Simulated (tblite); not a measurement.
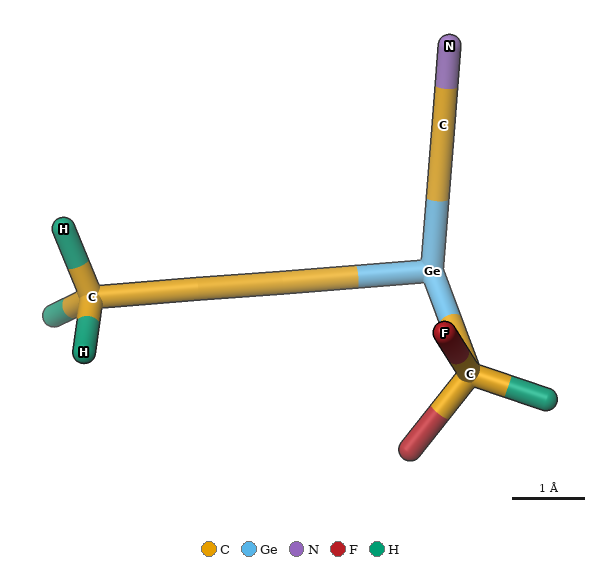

*The input geometry (stick view, seen at a tilt). Sticks mark near contacts.*

Bond lengths as drawn: C–C 1.21 to 1.48 Å, C–F 1.39 Å, C–Ge 1.98 to 2.15 Å, C–H 1.10 to 1.12 Å and C–N 1.17 Å.

**Run report: C5H4F2GeN (charge −1), geometry relaxation**

C5H4F2GeN, charge −1, SMILES CC#[C][Ge-]([C]#N)[CH](F)F, computed with GFN2-xTB geometry optimisation, gas phase (tblite 0.8.0).

**Input file**
```
{"job": {"xc": "GFN2-xTB", "basis": "xTB", "kind": "relax"}, "charge": -1, "multiplicity": 1}
C      2.962600     0.016100    -0.531400
C      1.560100     0.101400    -0.052300
C      0.435600     0.163400     0.382300
Ge    -1.579000     0.287500     1.120100
C     -1.982100     2.248800     0.333000
N     -2.200500     3.304900    -0.112800
C     -2.267700    -1.298700     0.147500
F     -2.184300    -0.842600    -1.160100
F     -1.318700    -2.289800     0.391000
H      3.221700     0.949700    -1.060100
H      3.675500    -0.119200     0.291900
H      2.954500    -0.826000    -1.264800
H     -3.282000    -1.694900     0.400500
```

The first line tells a small driver script what to run in tblite; the rest is the geometry in Å.

Run on 1 CPU thread, shared host.

Run as:
```bash
OMP_NUM_THREADS=1 python <driver script> task.json out
```

**Log**
```
step      E/eV     max force
  0    -738.51027    3.915
  1    -738.77744    3.279
  2    -739.28781    2.529
  3    -739.37365    2.889
  4    -739.42685    1.741
  5    -739.46732    0.538
  6    -739.50590    0.572
  7    -739.55812    1.278
  8    -739.60242    1.092
  9    -739.63865    0.834
 10    -739.66974    0.602
 11    -739.68574    0.568
 12    -739.69444    0.333
 13    -739.69998    0.246
 14    -739.70533    0.235
 15    -739.71095    0.363
 16    -739.71630    0.315
 17    -739.72090    0.154
 18    -739.72442    0.178
 19    -739.72753    0.165
 20    -739.73111    0.158
 21    -739.73486    0.162
 22    -739.73849    0.166
 23    -739.74247    0.197
 24    -739.74749    0.259
 25    -739.75371    0.248
 26    -739.76012    0.296
 27    -739.76499    0.253
 28    -739.76815    0.149
 29    -739.77034    0.125
 30    -739.77180    0.172
 31    -739.77244    0.431
 32    -739.77380    0.139
 33    -739.77527    0.171
 34    -739.77743    0.293
 35    -739.78002    0.311
 36    -739.78263    0.219
 37    -739.78465    0.137
 38    -739.78615    0.130
 39    -739.78755    0.168
 40    -739.78872    0.123
 41    -739.78961    0.104
 42    -739.79054    0.141
 43    -739.79182    0.242
 44    -739.79359    0.335
 45    -739.79558    0.287
 46    -739.79714    0.226
 47    -739.79766    0.209
 48    -739.79834    0.061
 49    -739.79866    0.053
 50    -739.79966    0.083
 51    -739.80050    0.120
 52    -739.80218    0.132
 53    -739.80405    0.108
 54    -739.80618    0.107
 55    -739.80826    0.218
 56    -739.79819    0.558
 57    -739.81082    0.141
 58    -739.81214    0.106
 59    -739.81432    0.221
 60    -739.81610    0.096
 61    -739.81671    0.078
 62    -739.81798    0.086
 63    -739.81859    0.077
 64    -739.81995    0.060
 65    -739.82059    0.088
 66    -739.82109    0.053
 67    -739.82133    0.056
 68    -739.82158    0.051
 69    -739.82191    0.068
 70    -739.82225    0.038
 71    -739.82249    0.038
 72    -739.82269    0.042
 73    -739.82290    0.052
 74    -739.82318    0.079
 75    -739.82343    0.085
 76    -739.82363    0.064
 77    -739.82384    0.040
 78    -739.82409    0.050
 79    -739.82425    0.088
 80    -739.82467    0.080
 81    -739.82526    0.067
 82    -739.82404    0.283
 83    -739.82602    0.072
 84    -739.82643    0.036
 85    -739.81608    0.547
 86    -739.82668    0.023
 87    -739.82687    0.019
 88    -739.81942    0.491
 89    -739.82715    0.015
 90    -739.82736    0.016
 91    -739.82356    0.378
 92    -739.82766    0.018
 93    -739.82787    0.020
 94    -739.82456    0.368
 95    -739.82816    0.025
 96    -739.82837    0.035
 97    -739.82237    0.472
 98    -739.82870    0.039
 99    -739.82896    0.045
100    -739.81858    0.618
101    -739.82943    0.041
102    -739.82981    0.045
103    -739.82160    0.579
104    -739.83052    0.042
105    -739.83107    0.049
106    -739.82156    0.613
107    -739.83185    0.044
108    -739.83244    0.053
109    -739.82210    0.624
110    -739.83326    0.053
111    -739.83387    0.060
112    -739.82376    0.633
113    -739.83473    0.056
114    -739.83535    0.067
115    -739.82498    0.624
116    -739.83622    0.063
117    -739.83683    0.070
118    -739.83085    0.525
119    -739.83781    0.067
120    -739.83841    0.077
121    -739.83679    0.364
122    -739.83947    0.084
123    -739.83995    0.094
124    -739.84039    0.226
125    -739.84119    0.102
126    -739.84165    0.081
127    -739.84312    0.113
128    -739.84383    0.143
129    -739.84449    0.062
130    -739.84378    0.187
131    -739.84505    0.140
132    -739.84540    0.048
133    -739.84628    0.204
134    -739.84725    0.132
135    -739.84981    0.151
136    -739.85068    0.214
137    -739.85222    0.117
138    -739.85337    0.210
139    -739.85501    0.145
140    -739.85620    0.110
141    -739.85727    0.081
142    -739.85888    0.098
143    -739.86159    0.163
144    -739.86551    0.135
145    -739.86940    0.203
146    -739.87104    0.279
147    -739.87409    0.249
148    -739.87762    0.158
149    -739.88102    0.160
150    -739.88700    0.289
151    -739.89109    0.312
152    -739.89635    0.327
153    -739.89976    0.119
154    -739.90097    0.191
155    -739.90277    0.103
156    -739.90355    0.187
157    -739.90470    0.112
158    -739.90519    0.065
159    -739.90607    0.072
160    -739.90711    0.057
161    -739.90787    0.062
162    -739.90839    0.065
163    -739.90891    0.061
164    -739.90923    0.050
165    -739.90947    0.046
166    -739.90976    0.039
167    -739.91010    0.048
168    -739.91044    0.053
169    -739.91070    0.048
170    -739.91087    0.028
171    -739.91096    0.026
172    -739.91102    0.023
173    -739.91109    0.026
174    -739.91120    0.034
175    -739.91139    0.043
176    -739.91171    0.050
177    -739.91211    0.056
178    -739.91256    0.060
179    -739.91306    0.054
180    -739.91357    0.069
181    -739.91402    0.074
182    -739.91432    0.063
183    -739.91449    0.036
184    -739.91467    0.051
185    -739.91491    0.055
186    -739.91528    0.044
187    -739.91555    0.049
188    -739.91578    0.039
189    -739.91593    0.035
190    -739.91607    0.043
191    -739.91612    0.108
192    -739.91621    0.026
193    -739.91627    0.032
194    -739.91635    0.050
195    -739.91643    0.044
196    -739.91649    0.023
197    -739.91653    0.017
198    -739.91656    0.016
199    -739.91658    0.014
200    -739.91659    0.008
201    -739.91660    0.007
202    -739.91660    0.006
203    -739.91661    0.008
204    -739.91661    0.009
205    -739.91662    0.009
206    -739.91663    0.010
207    -739.91663    0.007
208    -739.91664    0.007
209    -739.91664    0.007
210    -739.91665    0.011
211    -739.91667    0.013
212    -739.91668    0.010
213    -739.91670    0.008
214    -739.91671    0.009
215    -739.91672    0.011
216    -739.91673    0.011
217    -739.91674    0.008
218    -739.91675    0.005
219    -739.91675    0.013
220    -739.91675    0.010
221    -739.91676    0.007
222    -739.91676    0.003
223    -739.91677    0.003
224    -739.91677    0.003
```

**Trajectory as extended XYZ (Å, eV, eV/Å), 8 of the 12 frames kept, from step=0 to step=224**
```
13
Properties=species:S:1:pos:R:3:forces:R:3 step=0 energy=-738.51027
C     2.9626    0.0161   -0.5314   -0.9650  -0.0640  -0.4520
C     1.5601    0.1014   -0.0523    0.4730   0.1260   0.1900
C     0.4356    0.1634    0.3823   -1.2240   0.1520  -0.0400
Ge   -1.5790    0.2875    1.1201    1.9570   1.9290   2.7880
C    -1.9821    2.2488    0.3330   -0.1470   0.2840  -1.3610
N    -2.2005    3.3049   -0.1128    0.2020  -1.1230   0.7850
C    -2.2677   -1.2987    0.1475    0.0200   0.1830  -0.4860
F    -2.1843   -0.8426   -1.1601   -0.4400  -1.3530  -0.5010
F    -1.3187   -2.2898    0.3910   -0.7750   0.0330  -0.6140
H     3.2217    0.9497   -1.0601   -0.0480  -0.3150   0.1070
H     3.6755   -0.1192    0.2919   -0.2130  -0.2330  -0.2530
H     2.9545   -0.8260   -1.2648    0.5360   0.4850   0.5530
H    -3.2820   -1.6949    0.4005    0.6230  -0.1050  -0.7160
13
Properties=species:S:1:pos:R:3:forces:R:3 step=40 energy=-739.78872
C     2.8988    0.0427   -0.5546    0.0140  -0.0030   0.0080
C     1.5716    0.1791    0.0316    0.0210  -0.0200  -0.0400
C     0.4524    0.2734    0.4701   -0.0350   0.0390   0.0250
Ge   -1.2592    0.3258    1.4284   -0.0300  -0.0380   0.0290
C    -1.9529    1.7859    0.2840    0.0730  -0.0280   0.0950
N    -2.4132    2.7331   -0.1869   -0.0650   0.0820  -0.0550
C    -2.1520   -1.0526    0.1287    0.0250   0.0320   0.0220
F    -1.9644   -0.8314   -1.2125    0.0010  -0.0900  -0.0170
F    -1.6752   -2.3388    0.3482   -0.0200   0.0170   0.0090
H     3.1770    0.9492   -1.0973   -0.0020   0.0170   0.0000
H     3.6454   -0.1424    0.2227    0.0140   0.0130   0.0160
H     2.9117   -0.7970   -1.2517    0.0200  -0.0280  -0.0440
H    -3.2444   -1.1265    0.2741   -0.0160   0.0090  -0.0470
13
Properties=species:S:1:pos:R:3:forces:R:3 step=61 energy=-739.81671
C     2.9139    0.0642   -0.5910   -0.0020  -0.0030  -0.0210
C     1.5840    0.1738   -0.0015   -0.0200  -0.0180   0.0280
C     0.4777    0.2546    0.4738    0.0340   0.0440  -0.0340
Ge   -1.2333    0.2810    1.4428    0.0000   0.0010  -0.0050
C    -1.9521    1.7826    0.3679   -0.0020  -0.0280   0.0360
N    -2.5239    2.6905   -0.0583    0.0040   0.0660  -0.0410
C    -2.1499   -1.0342    0.0961    0.0070  -0.0420   0.0150
F    -1.6533   -1.1046   -1.1805    0.0360  -0.0220  -0.0070
F    -2.0176   -2.3296    0.5927   -0.0430  -0.0310  -0.0420
H     3.1756    0.9800   -1.1275   -0.0150   0.0130   0.0090
H     3.6636   -0.1080    0.1872   -0.0030  -0.0040  -0.0080
H     2.9477   -0.7690   -1.2982   -0.0040   0.0060   0.0210
H    -3.2366   -0.8808   -0.0186    0.0090   0.0180   0.0490
13
Properties=species:S:1:pos:R:3:forces:R:3 step=101 energy=-739.82943
C     2.9061    0.1290   -0.6298    0.0010  -0.0050  -0.0030
C     1.5932    0.2025    0.0012   -0.0120  -0.0150  -0.0140
C     0.4877    0.2531    0.4818    0.0110   0.0000   0.0030
Ge   -1.2106    0.1917    1.4740   -0.0010  -0.0050  -0.0040
C    -1.9200    1.7463    0.4568   -0.0060  -0.0110   0.0050
N    -2.4472    2.6820    0.0318    0.0150   0.0070  -0.0030
C    -2.1444   -1.0807    0.0762   -0.0110  -0.0120  -0.0200
F    -1.4004   -1.5341   -0.9866   -0.0070   0.0120   0.0360
F    -2.5479   -2.2487    0.7253    0.0000   0.0380  -0.0160
H     3.1307    1.0551   -1.1652   -0.0090   0.0050   0.0090
H     3.6866   -0.0391    0.1182   -0.0110   0.0130   0.0100
H     2.9287   -0.6977   -1.3438    0.0090  -0.0010  -0.0140
H    -3.0670   -0.6588   -0.3553    0.0200  -0.0250   0.0120
13
Properties=species:S:1:pos:R:3:forces:R:3 step=122 energy=-739.83947
C     2.8724    0.1883   -0.6576    0.0040  -0.0040   0.0000
C     1.5665    0.1767   -0.0088   -0.0120   0.0020   0.0120
C     0.4799    0.1725    0.5150    0.0130  -0.0010  -0.0330
Ge   -1.2204    0.1218    1.5056    0.0020   0.0000   0.0050
C    -1.8318    1.7210    0.4897   -0.0200   0.0190  -0.0030
N    -2.2527    2.6996    0.0429    0.0040  -0.0280   0.0140
C    -2.1589   -1.1137    0.0742   -0.0180  -0.0390  -0.0260
F    -1.3330   -1.7950   -0.7909   -0.0620   0.0220   0.0530
F    -2.8478   -2.1267    0.7462    0.0270   0.0570  -0.0440
H     3.0372    1.1420   -1.1659   -0.0010  -0.0040   0.0030
H     3.6663    0.0455    0.0811    0.0140   0.0040  -0.0010
H     2.9377   -0.6144   -1.3964   -0.0100   0.0040   0.0040
H    -2.9199   -0.6171   -0.5502    0.0590  -0.0320   0.0170
13
Properties=species:S:1:pos:R:3:forces:R:3 step=162 energy=-739.90839
C     2.8903    0.3349   -0.7689    0.0070  -0.0010  -0.0230
C     1.5898    0.1951   -0.1222    0.0100  -0.0010  -0.0120
C     0.4918    0.0775    0.3656    0.0370  -0.0120   0.0240
Ge   -1.0934   -0.1163    1.5240   -0.0650   0.0080   0.0000
C    -1.8275    1.5706    0.7674   -0.0130   0.0300   0.0040
N    -2.2727    2.5974    0.4828    0.0100  -0.0320   0.0060
C    -2.1464   -1.1797    0.0514   -0.0170  -0.0050   0.0230
F    -1.6942   -2.4839   -0.0519    0.0240  -0.0260   0.0080
F    -3.4734   -1.3202    0.4294    0.0300   0.0140  -0.0140
H     2.9843    1.3195   -1.2340   -0.0180   0.0060  -0.0140
H     3.6997    0.2224   -0.0418   -0.0270  -0.0140   0.0250
H     3.0136   -0.4279   -1.5418    0.0070  -0.0010  -0.0170
H    -2.1664   -0.7889   -0.9753    0.0150   0.0340  -0.0090
13
Properties=species:S:1:pos:R:3:forces:R:3 step=183 energy=-739.91449
C     2.8340    0.3270   -0.7885   -0.0070  -0.0020  -0.0150
C     1.5603    0.1951   -0.0878    0.0270  -0.0010   0.0080
C     0.5004    0.0853    0.4783    0.0070  -0.0170  -0.0080
Ge   -1.1180   -0.1360    1.5904   -0.0070   0.0120   0.0150
C    -1.8346    1.5483    0.8159   -0.0090   0.0200  -0.0210
N    -2.2824    2.5581    0.4806    0.0030   0.0030   0.0230
C    -2.0806   -1.1636    0.0402    0.0210   0.0070  -0.0290
F    -1.6680   -2.4847   -0.0343   -0.0020   0.0090   0.0080
F    -3.4398   -1.2529    0.2868    0.0100  -0.0130  -0.0140
H     2.9108    1.3077   -1.2657   -0.0080   0.0050   0.0200
H     3.6685    0.2137   -0.0896   -0.0190   0.0040  -0.0170
H     2.9239   -0.4384   -1.5639    0.0010  -0.0120   0.0110
H    -1.9790   -0.7592   -0.9777   -0.0170  -0.0160   0.0200
13
Properties=species:S:1:pos:R:3:forces:R:3 step=224 energy=-739.91677
C     2.8082    0.3042   -0.7932    0.0000   0.0000   0.0010
C     1.5457    0.1920   -0.0706    0.0000   0.0000   0.0000
C     0.4905    0.1031    0.5074   -0.0020  -0.0010   0.0000
Ge   -1.1454   -0.1041    1.5967    0.0010  -0.0010   0.0000
C    -1.8516    1.5841    0.8187    0.0020   0.0010   0.0010
N    -2.2939    2.6085    0.5223   -0.0020   0.0010  -0.0010
C    -2.0476   -1.1600    0.0282    0.0010  -0.0020  -0.0020
F    -1.5786   -2.4626   -0.0272    0.0000   0.0020   0.0010
F    -3.4082   -1.3067    0.2389    0.0000   0.0000   0.0000
H     2.8849    1.2806   -1.2787   -0.0010   0.0000   0.0010
H     3.6528    0.1901   -0.1078    0.0020   0.0000  -0.0010
H     2.8778   -0.4709   -1.5609    0.0000  -0.0010   0.0000
H    -1.9390   -0.7578   -0.9890    0.0000   0.0000   0.0000
```

**Results in brief**

| quantity | value |
| --- | --- |
| outcome | converged |
| total energy | −739.9168 eV |
| wall time | 2.6 s |
| peak memory | 0.18 GiB |
